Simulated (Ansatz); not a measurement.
Consider KCl in the CsCl type structure (space group Pm-3m, No. 221; a = 3.737 Å; a model cell).

Perturbation: a hydrostatic pressure of 15 GPa.

All numbers come from PBEsol (Ansatz, an electronic-structure program, PAW, no spin-orbit coupling).

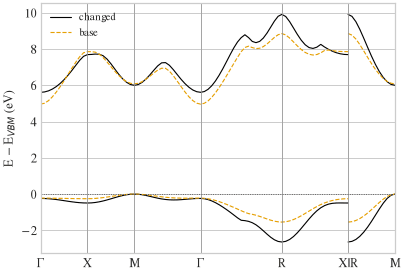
Fig. 1. Highest valence and lowest conduction band along the path, each from its own valence-band maximum

Problem. From the figure, how large is the changed gap, and is it direct?

Solution. About 5.6 eV, indirect, M → Γ.

Load acts through the strain it causes; cell and atoms are relaxed under it. Stability against distortions was not tested. Competing high-pressure phases were not computed. This is not the structure that KCl has at room temperature and ambient pressure.
